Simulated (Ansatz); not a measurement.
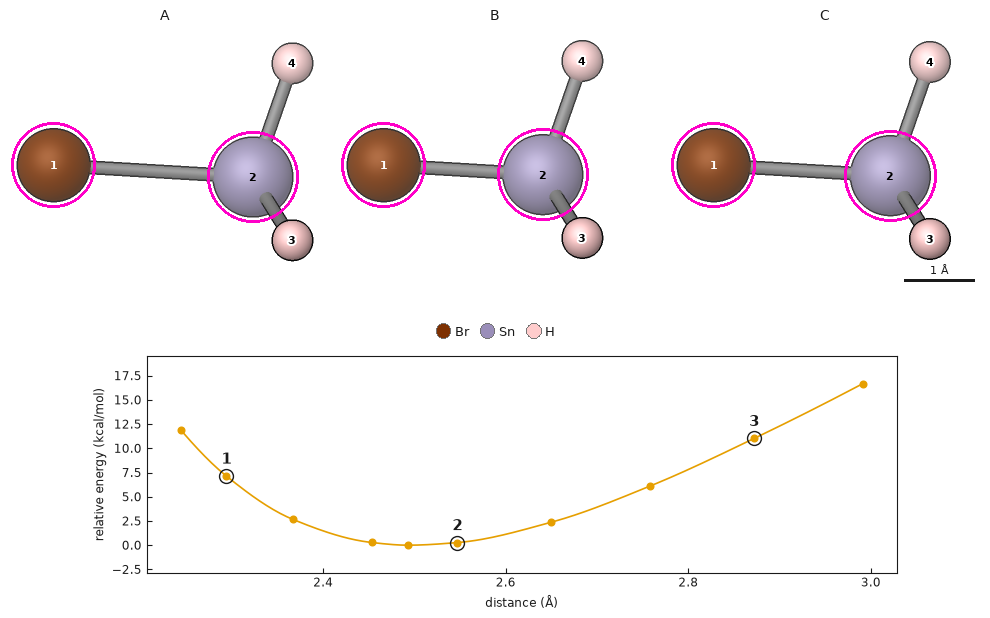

A scan of SnH$_{2}$Br (multiplicity 2): the Br1–Sn2 distance is varied, with the rest of the molecule carried along rigidly. The frames are shuffled; the numbered points of the plot belong to them. The picture is a ball-and-stick view, seen at a tilt. The ringed atoms are those of the scanned coordinate.

Single-point energies from Ansatz with r2SCAN-D4 in the def2-TZVPP basis, on geometries moved rigidly from the minimum at PBE0-D4/def2-TZVP. Elements past krypton carry the basis set's effective core potentials. Energies are counted from the PBE0-D4/def2-TZVP minimum geometry at the same level.

Q: Which frame belongs to which numbered point?

A: Point 1 is frame B (the distance 2.294 Å, 7.1 kcal/mol); 2 is frame C (the distance 2.547 Å, 0.3 kcal/mol); 3 is frame A (the distance 2.872 Å, 11.0 kcal/mol). Of the computed points the lowest is at the distance 2.493 Å, 0.0 kcal/mol. The curvature at the lowest point is about 12 eV/Å² (1.9 mdyn/Å). The well is steeper on the short side, as for any bond.
